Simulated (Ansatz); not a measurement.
# AlNH3 (quartet): the correlation ladder at distance Al1–H4 along a hydrogen transfer = 2.281 Å, cc-pVDZ

How much of the correlation energy of AlNH3 (quartet) does each wave-function method recover here?

Program: Ansatz 0.2.0, Gaussian basis. Level of theory: cc-pVDZ, correlated electrons: outside noble gas. These are calculated values, not measurements.

To be run: UHF; CCSD(T) on ROHF; CCSD(T) on UHF; BCCD(T) on ROHF; CISD; CCSDT(Q) on ROHF; CCSDT(Q) on UHF; CASSCF and MRCISD+Q, 5 electrons in 5 orbitals; CASSCF and NEVPT2, 5 electrons in 5 orbitals.

**1. What is computed**

The geometry derives from fragments relaxed apart (PBE0/def2-TZVP) and kept rigid, so it is no stationary point. A hydrogen atom is moved between rigid fragments.

5 atoms, charge 0, spin multiplicity 4.

Atoms are counted from 1 here; the program's logs count them from 0.

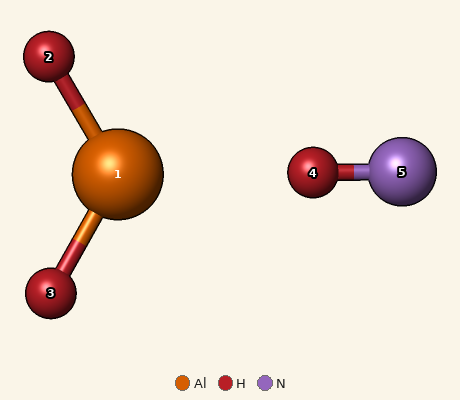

The structure; aluminium orange, hydrogen red, nitrogen purple; atoms are numbered from 1 in the order of the file.

Geometry (Å):

```xyz
5
charge 0, multiplicity 4
Al   -1.07282    0.00000    0.00000
H    -1.86574    1.37338    0.00000
H    -1.86574   -1.37338    0.00000
H     1.20818    0.00000    0.00000
N     2.24818    0.00000    0.00000
```

In the tables R marks a restricted open-shell determinant and U an unrestricted one; 'pair' is the active space of 5 electrons in 5 orbitals; correlation energies count from the lowest restricted Hartree-Fock solution.

**2. UHF**

Contents of in.yaml:

```yaml
crystal:
  periodic: [false, false, false]
  atoms:
    - {symbol: Al, position_ang: [-1.072818, 0.000000, 0.000000]}
    - {symbol: H, position_ang: [-1.865742, 1.373384, 0.000000]}
    - {symbol: H, position_ang: [-1.865742, -1.373384, 0.000000]}
    - {symbol: H, position_ang: [1.208182, 0.000000, 0.000000]}
    - {symbol: N, position_ang: [2.248182, 0.000000, 0.000000]}
basis:
  gaussian: {orbitals: cc-pVDZ}
magnetization: {spin_polarized: true, initial_magnetization: 3}
hamiltonian: {xc: hf}
output: {orbitals: {seedname: orbitals}}
```

On the command line:

```console
ansatz run in.yaml --threads 1 --pin off --events-out ev --progress --plain --max-ram 2393MiB
```

Output:

```text
Functional definition: HF
  name "HF"
  cite "Fock, Z. Phys. 61, 126 (1930) doi:10.1007/BF01340294"
  parent pbe
  exchange = exact_x
  correlation = 0
446 factors; integrals over basis functions are off by at most 1.6e-3 eV
mean field evaluation 1: about -8107.3969 eV, gradient 9.6e0 eV
mean field evaluation 2: about -8107.4317 eV, gradient 9.7e0 eV
mean field evaluation 4: about -8108.4524 eV, gradient 8.9e-1 eV
mean field evaluation 8: about -8108.4704 eV, gradient 8.7e-4 eV
mean field evaluation 16: about -8101.5623 eV, gradient 8.9e0 eV
mean field evaluation 32: about -8095.9621 eV, gradient 5.9e-3 eV
mean field -8108.47036486 eV, -297.9807897901 hartree, gradient 2.9e-5 eV, S^2 3.771993; 3 other end points of the search recorded, 0 dependent functions left out
reference -8108.47036486 eV, -297.9807897901 hartree; 13, 10 occupied and 34, 37 virtual orbitals, 446 factors
Total energy: -8108.47036486 eV, -297.9807897901 hartree
```

Run time: 0.6 s. Hardware: 1 thread of Arm Neoverse V2, shared host.

From the report: ⟨S²⟩ of the determinant 3.772 (pure quartet: 3.75).

**3. CCSD(T) on ROHF**

in.yaml: that of step 2 with these lines changed.

```diff
@@ -10,4 +10,3 @@
   gaussian: {orbitals: cc-pVDZ}
-magnetization: {spin_polarized: true, initial_magnetization: 3}
-hamiltonian: {xc: hf}
-output: {orbitals: {seedname: orbitals}}
+magnetization: {spin_polarized: false, initial_magnetization: 3}
+correlation: {method: ccsd_t, electrons: outside_noble_gas}
```

The command is unchanged.

Output, shortened:

```text
Functional definition: HF
  name "HF"
  cite "Fock, Z. Phys. 61, 126 (1930) doi:10.1007/BF01340294"
  parent pbe
[...]
446 factors; integrals over basis functions are off by at most 1.6e-3 eV
[...]
mean field -8108.22216189 eV, -297.9716684992 hartree, gradient 1.5e-6 eV, S^2 3.750000; 7 other end points of the search recorded, 0 dependent functions left out
determinant -8108.22216189 eV, -297.9716684992 hartree, with singles and doubles -8113.97831870 eV, -298.1832033601 hartree
determinant -8106.24511705 eV, -297.8990134412 hartree, with singles and doubles -8112.29457047 eV, -298.1213267540 hartree
determinant -8102.07924425 eV, -297.7459204397 hartree, with singles and doubles -8108.06920650 eV, -297.9660474923 hartree
determinant -8102.05255044 eV, -297.7449394603 hartree, with singles and doubles -8108.03821073 eV, -297.9649084186 hartree
6 core orbitals not correlated: weight in the atoms' cores, before any rotation towards them, 1.000 or more for the frozen orbitals, at most 0.000 for the correlated occupied ones
reference -8108.22216189 eV, -297.9716684992 hartree; 7, 4 occupied and 34, 37 virtual orbitals, 446 factors
second order -4.55104629 eV of doubles, -0.14135669 eV of singles
cycle   1  -5.75611594 eV  change    4.1e-5 eV  update   4.1e-4
[...]
cycle   7  -5.75618219 eV  change   -3.4e-6 eV  update   1.7e-6
perturbative correction -0.08560670 eV, -0.0031459882 hartree
Total energy: -8114.06395078 eV, -298.1863502811 hartree
```

Wall time 3 s (1 thread of Arm Neoverse V2, shared host).

From the report: correlation -5.8418 eV; T1 0.021; largest double amplitude 0.04.

**4. CCSD(T) on UHF**

in.yaml: that of step 3 with these lines changed.

```diff
@@ -10,3 +10,3 @@
   gaussian: {orbitals: cc-pVDZ}
-magnetization: {spin_polarized: false, initial_magnetization: 3}
+magnetization: {spin_polarized: true, initial_magnetization: 3}
 correlation: {method: ccsd_t, electrons: outside_noble_gas}
```

Launched as before.

Output, shortened:

```text
Functional definition: HF
  name "HF"
  cite "Fock, Z. Phys. 61, 126 (1930) doi:10.1007/BF01340294"
  parent pbe
[...]
446 factors; integrals over basis functions are off by at most 1.6e-3 eV
[...]
mean field -8108.47036486 eV, -297.9807897901 hartree, gradient 1.7e-6 eV, S^2 3.771993; 1 other end points of the search recorded, 0 dependent functions left out
determinant -8108.47036486 eV, -297.9807897901 hartree, with singles and doubles -8113.98273225 eV, -298.1833655550 hartree
determinant -8106.56823292 eV, -297.9108877306 hartree, with singles and doubles -8112.29930316 eV, -298.1215006772 hartree
6 core orbitals not correlated: weight in the atoms' cores, before any rotation towards them, 1.000 or more for the frozen orbitals, at most 0.000 for the correlated occupied ones
reference -8108.47036486 eV, -297.9807897901 hartree; 7, 4 occupied and 34, 37 virtual orbitals, 446 factors
second order -4.44907943 eV of doubles, -0.00000000 eV of singles
cycle   1  -5.51231757 eV  change    5.0e-5 eV  update   4.2e-4
[...]
cycle   7  -5.51240451 eV  change   -3.8e-6 eV  update   2.0e-6
perturbative correction -0.08288256 eV, -0.0030458779 hartree
Total energy: -8114.06565193 eV, -298.1864127973 hartree
```

Run time: 1.7 s. Hardware: 1 thread of Arm Neoverse V2, shared host.

From the report: ⟨S²⟩ of the determinant 3.772 (pure quartet: 3.75); correlation -5.5953 eV; T1 0.013; largest double amplitude 0.04.

**5. BCCD(T) on ROHF**

in.yaml: that of step 4 with these lines changed.

```diff
@@ -10,3 +10,3 @@
   gaussian: {orbitals: cc-pVDZ}
-magnetization: {spin_polarized: true, initial_magnetization: 3}
-correlation: {method: ccsd_t, electrons: outside_noble_gas}
+magnetization: {spin_polarized: false, initial_magnetization: 3}
+correlation: {method: bccd_t, electrons: outside_noble_gas}
```

The command is unchanged.

Output, shortened:

```text
Functional definition: HF
  name "HF"
  cite "Fock, Z. Phys. 61, 126 (1930) doi:10.1007/BF01340294"
  parent pbe
[...]
446 factors; integrals over basis functions are off by at most 1.6e-3 eV
[...]
mean field -8108.22216189 eV, -297.9716684992 hartree, gradient 1.5e-6 eV, S^2 3.750000; 7 other end points of the search recorded, 0 dependent functions left out
determinant -8108.22216189 eV, -297.9716684992 hartree, with singles and doubles -8113.97831870 eV, -298.1832033601 hartree
determinant -8106.24511705 eV, -297.8990134412 hartree, with singles and doubles -8112.29457047 eV, -298.1213267540 hartree
determinant -8102.07924425 eV, -297.7459204397 hartree, with singles and doubles -8108.06920650 eV, -297.9660474923 hartree
determinant -8102.05255044 eV, -297.7449394603 hartree, with singles and doubles -8108.03821073 eV, -297.9649084186 hartree
6 core orbitals not correlated: weight in the atoms' cores, before any rotation towards them, 1.000 or more for the frozen orbitals, at most 0.000 for the correlated occupied ones
reference -8108.22216189 eV, -297.9716684992 hartree; 7, 4 occupied and 34, 37 virtual orbitals, 446 factors
second order -4.55104629 eV of doubles, -0.14135669 eV of singles
cycle   1  -5.75806562 eV  change   -1.9e-3 eV  update   4.4e-3
[...]
cycle   8  -5.75518039 eV  change   -2.8e-6 eV  update   5.2e-6
perturbative correction -0.08688346 eV, -0.0031929082 hartree
Total energy: -8114.06422575 eV, -298.1863603859 hartree
```

Wall time 3.3 s (1 thread of Arm Neoverse V2, shared host).

From the report: correlation -5.8421 eV; largest double amplitude 0.04.

**6. CISD**

in.yaml: that of step 5 with these lines changed.

```diff
@@ -11,2 +11,2 @@
 magnetization: {spin_polarized: false, initial_magnetization: 3}
-correlation: {method: bccd_t, electrons: outside_noble_gas}
+correlation: {active_space: {ras: {orbitals: [4, 3, 34], electrons: 11, max_holes: 2, max_particles: 2}, fixed_orbitals: true}}
```

Same command.

Output:

```text
Functional definition: HF
  name "HF"
  cite "Fock, Z. Phys. 61, 126 (1930) doi:10.1007/BF01340294"
  parent pbe
  exchange = exact_x
  correlation = 0
446 factors; integrals over basis functions are off by at most 1.6e-3 eV
mean field evaluation 1: about -8107.2524 eV, gradient 1.1e1 eV
mean field evaluation 2: about -8107.2791 eV, gradient 1.1e1 eV
mean field evaluation 4: about -8108.1827 eV, gradient 1.6e0 eV
mean field evaluation 8: about -8108.2215 eV, gradient 1.9e-1 eV
mean field evaluation 16: about -8094.8078 eV, gradient 2.5e1 eV
mean field evaluation 32: about -8101.9977 eV, gradient 2.2e0 eV
mean field evaluation 64: about -8094.7794 eV, gradient 2.5e1 eV
mean field -8108.22216189 eV, -297.9716684992 hartree, gradient 1.5e-6 eV, S^2 3.750000; 6 other end points of the search recorded, 0 dependent functions left out
reference -8108.22216189 eV, -297.9716684992 hartree; 13, 10 occupied and 34, 37 virtual orbitals, 446 factors
state -8113.61538998 eV, -298.1698659756 hartree
Total energy: -8113.61538998 eV, -298.1698659756 hartree
```

Run time: 10 s. Hardware: 1 thread of Arm Neoverse V2, shared host.

From the report: 63,968 determinants.

**7. CCSDT(Q) on ROHF**

in.yaml: that of step 6 with these lines changed.

```diff
@@ -11,2 +11,2 @@
 magnetization: {spin_polarized: false, initial_magnetization: 3}
-correlation: {active_space: {ras: {orbitals: [4, 3, 34], electrons: 11, max_holes: 2, max_particles: 2}, fixed_orbitals: true}}
+correlation: {method: ccsdt_q, electrons: outside_noble_gas}
```

Same command.

Output, shortened:

```text
Functional definition: HF
  name "HF"
  cite "Fock, Z. Phys. 61, 126 (1930) doi:10.1007/BF01340294"
  parent pbe
[...]
850 factors; integrals over basis functions are off by at most 2.3e-7 eV
[...]
mean field -8108.22220507 eV, -297.9716700860 hartree, gradient 1.5e-6 eV, S^2 3.750000; 7 other end points of the search recorded, 0 dependent functions left out
determinant -8108.22220507 eV, -297.9716700860 hartree, with singles and doubles -8113.97835470 eV, -298.1832046831 hartree
determinant -8106.24518799 eV, -297.8990160484 hartree, with singles and doubles -8112.29463135 eV, -298.1213289914 hartree
determinant -8102.07932095 eV, -297.7459232583 hartree, with singles and doubles -8108.06927622 eV, -297.9660500545 hartree
determinant -8102.05262723 eV, -297.7449422823 hartree, with singles and doubles -8108.03827976 eV, -297.9649109556 hartree
6 core orbitals not correlated: weight in the atoms' cores, before any rotation towards them, 1.000 or more for the frozen orbitals, at most 0.000 for the correlated occupied ones
reference -8108.22220507 eV, -297.9716700860 hartree; 7, 4 occupied and 34, 37 virtual orbitals, 850 factors
second order -4.55107995 eV of doubles, -0.14135641 eV of singles
cycle   1  -5.46841255 eV  change   -7.7e-1 eV  update   6.6e-2
[...]
cycle  17  -5.86379196 eV  change    7.7e-7 eV  update   1.0e-6
perturbative correction -0.00413066 eV, -0.0001517990 hartree
Total energy: -8114.09012769 eV, -298.1873122649 hartree
```

It took 38 s on 1 thread of Arm Neoverse V2, shared host; peak memory 0.59 GiB.

From the report: correlation -5.8679 eV; T1 0.022; largest double amplitude 0.04.

**8. CCSDT(Q) on UHF**

in.yaml: that of step 7 with these lines changed.

```diff
@@ -10,3 +10,3 @@
   gaussian: {orbitals: cc-pVDZ}
-magnetization: {spin_polarized: false, initial_magnetization: 3}
+magnetization: {spin_polarized: true, initial_magnetization: 3}
 correlation: {method: ccsdt_q, electrons: outside_noble_gas}
```

Same command.

Output, shortened:

```text
Functional definition: HF
  name "HF"
  cite "Fock, Z. Phys. 61, 126 (1930) doi:10.1007/BF01340294"
  parent pbe
[...]
850 factors; integrals over basis functions are off by at most 2.3e-7 eV
[...]
mean field -8108.47040734 eV, -297.9807913511 hartree, gradient 1.7e-6 eV, S^2 3.771993; 1 other end points of the search recorded, 0 dependent functions left out
determinant -8108.47040734 eV, -297.9807913511 hartree, with singles and doubles -8113.98276828 eV, -298.1833668793 hartree
determinant -8106.56830331 eV, -297.9108903172 hartree, with singles and doubles -8112.29936359 eV, -298.1215028979 hartree
6 core orbitals not correlated: weight in the atoms' cores, before any rotation towards them, 1.000 or more for the frozen orbitals, at most 0.000 for the correlated occupied ones
reference -8108.47040734 eV, -297.9807913511 hartree; 7, 4 occupied and 34, 37 virtual orbitals, 850 factors
second order -4.44911307 eV of doubles, -0.00000000 eV of singles
cycle   1  -5.21164700 eV  change   -7.6e-1 eV  update   6.6e-2
[...]
cycle  17  -5.61724132 eV  change    8.7e-7 eV  update   1.0e-6
perturbative correction -0.00413737 eV, -0.0001520454 hartree
Total energy: -8114.09178602 eV, -298.1873732074 hartree
```

Wall time 31 s (1 thread of Arm Neoverse V2, shared host); peak memory 0.47 GiB.

From the report: ⟨S²⟩ of the determinant 3.772 (pure quartet: 3.75); correlation -5.6214 eV; T1 0.014; largest double amplitude 0.04.

**9. CASSCF and MRCISD+Q, 5 electrons in 5 orbitals**

in.yaml: that of step 8 with these lines changed.

```diff
@@ -10,3 +10,3 @@
   gaussian: {orbitals: cc-pVDZ}
-magnetization: {spin_polarized: true, initial_magnetization: 3}
-correlation: {method: ccsdt_q, electrons: outside_noble_gas}
+magnetization: {spin_polarized: false, initial_magnetization: 3}
+correlation: {method: fic_mrcisd_q, electrons: outside_noble_gas, active_space: {window: {electrons: 5, orbitals: 5}}}
```

The command is unchanged.

Output, shortened:

```text
Functional definition: HF
  name "HF"
  cite "Fock, Z. Phys. 61, 126 (1930) doi:10.1007/BF01340294"
  parent pbe
[...]
446 factors; integrals over basis functions are off by at most 1.6e-3 eV
[...]
mean field -8108.22216189 eV, -297.9716684992 hartree, gradient 1.5e-6 eV, S^2 3.750000; 6 other end points of the search recorded, 0 dependent functions left out
reference -8108.22216189 eV, -297.9716684992 hartree; 13, 10 occupied and 34, 37 virtual orbitals, 446 factors
state -8108.85817561 eV, -297.9950415722 hartree
contracted CI cycle   1: correlation 0.00000000 eV, 0.0000000000 hartree, residual 1.92e1 eV
contracted CI cycle   2: correlation -4.68334538 eV, -0.1721097684 hartree, residual 3.03e0 eV
contracted CI cycle   3: correlation -4.81230741 eV, -0.1768490353 hartree, residual 6.86e-1 eV
contracted CI cycle   4: correlation -4.82012245 eV, -0.1771362330 hartree, residual 1.99e-1 eV
contracted CI cycle   5: correlation -4.82086300 eV, -0.1771634475 hartree, residual 6.70e-2 eV
contracted CI cycle   6: correlation -4.82093682 eV, -0.1771661603 hartree, residual 2.19e-2 eV
contracted CI cycle   7: correlation -4.82094483 eV, -0.1771664549 hartree, residual 7.46e-3 eV
contracted CI cycle   8: correlation -4.82094571 eV, -0.1771664873 hartree, residual 2.34e-3 eV
contracted CI cycle   9: correlation -4.82094580 eV, -0.1771664903 hartree, residual 7.51e-4 eV
state -8108.85817561 eV, -297.9950415722 hartree; corrected -8114.07285098 eV, -298.1866773574 hartree
Total energy: -8114.07285098 eV, -298.1866773574 hartree
```

It took 2.4 s on 1 thread of Arm Neoverse V2, shared host.

From the report: 11 determinants; active occupations 1.97, 1.00, 1.00, 1.00, 0.02.

**10. CASSCF and NEVPT2, 5 electrons in 5 orbitals**

in.yaml: that of step 9 with these lines changed.

```diff
@@ -11,2 +11,2 @@
 magnetization: {spin_polarized: false, initial_magnetization: 3}
-correlation: {method: fic_mrcisd_q, electrons: outside_noble_gas, active_space: {window: {electrons: 5, orbitals: 5}}}
+correlation: {method: sc_nevpt2, electrons: outside_noble_gas, active_space: {window: {electrons: 5, orbitals: 5}}}
```

Same command.

Output:

```text
Functional definition: HF
  name "HF"
  cite "Fock, Z. Phys. 61, 126 (1930) doi:10.1007/BF01340294"
  parent pbe
  exchange = exact_x
  correlation = 0
446 factors; integrals over basis functions are off by at most 1.6e-3 eV
mean field evaluation 1: about -8107.2524 eV, gradient 1.1e1 eV
mean field evaluation 2: about -8107.2791 eV, gradient 1.1e1 eV
mean field evaluation 4: about -8108.1827 eV, gradient 1.6e0 eV
mean field evaluation 8: about -8108.2215 eV, gradient 1.9e-1 eV
mean field evaluation 16: about -8094.8078 eV, gradient 2.5e1 eV
mean field evaluation 32: about -8101.9977 eV, gradient 2.2e0 eV
mean field evaluation 64: about -8094.7794 eV, gradient 2.5e1 eV
mean field -8108.22216189 eV, -297.9716684992 hartree, gradient 1.5e-6 eV, S^2 3.750000; 6 other end points of the search recorded, 0 dependent functions left out
reference -8108.22216189 eV, -297.9716684992 hartree; 13, 10 occupied and 34, 37 virtual orbitals, 446 factors
state -8108.85817561 eV, -297.9950415722 hartree
state -8108.85817561 eV, -297.9950415722 hartree; corrected -8112.97182966 eV, -298.1462155700 hartree
Total energy: -8112.97182966 eV, -298.1462155700 hartree
```

Wall time 1.9 s (1 thread of Arm Neoverse V2, shared host).

From the report: 11 determinants; active occupations 1.97, 1.00, 1.00, 1.00, 0.02.

**11. Misses and costs**

The yardstick is UCCSDT(Q), where the cluster series has nearly closed. Rows without a time come out of other runs: HF, MP2 and CCSD of CCSD(T), CCSDT of CCSDT(Q), CASSCF and MRCISD of the multireference runs.

Differences are taken before rounding.

| method | energy from the lowest RHF (meV) | from UCCSDT(Q) (meV) | time |
| --- | --- | --- | --- |
| RHF | 0.0 | +5869.6 |  |
| UHF | -248.2 | +5621.4 |  |
| RMP2 | -4692.4 | +1177.2 |  |
| UMP2 | -4697.3 | +1172.3 |  |
| CISD | -5393.2 | +476.4 | 10 s |
| RCCSD | -5756.2 | +113.4 |  |
| UCCSD | -5760.6 | +109.0 |  |
| RCCSD(T) | -5841.8 | +27.8 | 3 s |
| UCCSD(T) | -5843.5 | +26.1 | 1.7 s |
| BCCD(T) | -5842.1 | +27.6 | 3.3 s |
| RCCSDT | -5863.8 | +5.8 |  |
| UCCSDT | -5865.4 | +4.2 |  |
| RCCSDT(Q) | -5868.0 | +1.7 | 38 s |
| UCCSDT(Q) | -5869.6 | 0 | 31 s |
| CASSCF pair | -636.0 | +5233.6 |  |
| NEVPT2 pair | -4749.7 | +1120.0 | 1.9 s |
| MRCISD pair | -5457.0 | +412.7 |  |
| MRCISD+Q pair | -5850.7 | +18.9 | 2.4 s |

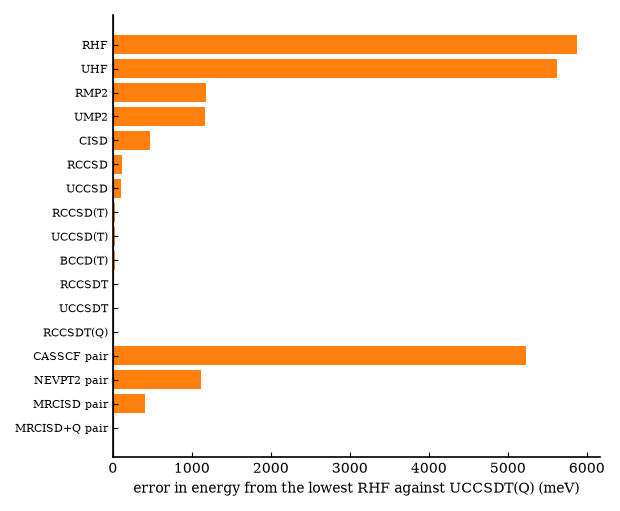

Deviations from UCCSDT(Q), method by method.

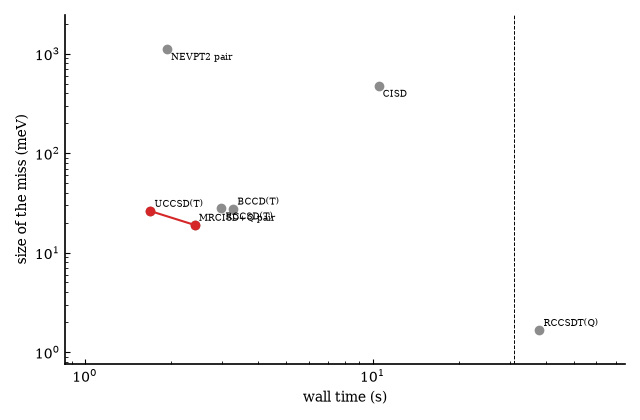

Accuracy for the time spent; red marks the levels, quicker than the yardstick, that beat every quicker one, and the dashed line is the time of UCCSDT(Q). Times are from a shared host.

**12. What came out**

```
                         quantity                                                                  value
    correlation energy, UCCSDT(Q)                                                             -5.8696 eV
              RMP2 from UCCSDT(Q)                                                            +1177.2 meV
              UMP2 from UCCSDT(Q)                                                            +1172.3 meV
             RCCSD from UCCSDT(Q)                                                             +113.4 meV
          RCCSD(T) from UCCSDT(Q)                                                              +27.8 meV
          UCCSD(T) from UCCSDT(Q)                                                              +26.1 meV
         RCCSDT(Q) from UCCSDT(Q)                                                               +1.7 meV
       NEVPT2 pair from UCCSDT(Q)                                                            +1120.0 meV
     MRCISD+Q pair from UCCSDT(Q)                                                              +18.9 meV
levels within 1 kcal/mol (43 meV)  RCCSD(T), UCCSD(T), BCCD(T), RCCSDT, UCCSDT, RCCSDT(Q), MRCISD+Q pair
                    T1 diagnostic                                                                  0.021
```

RCCSD(T) misses by +27.8 meV, 0.5 % of the correlation energy. Of the multireference levels listed MRCISD+Q pair comes nearest (+18.9 meV). These misses are within one basis and frozen core, not against nature; frozen cores of the runs differ by up to some meV.

For cost: MRCISD+Q pair gets within 18.9 meV in 2.4 s, where UCCSDT(Q) took 31 s; the quickest level, UCCSD(T), takes 1.7 s and misses by 26.1 meV.
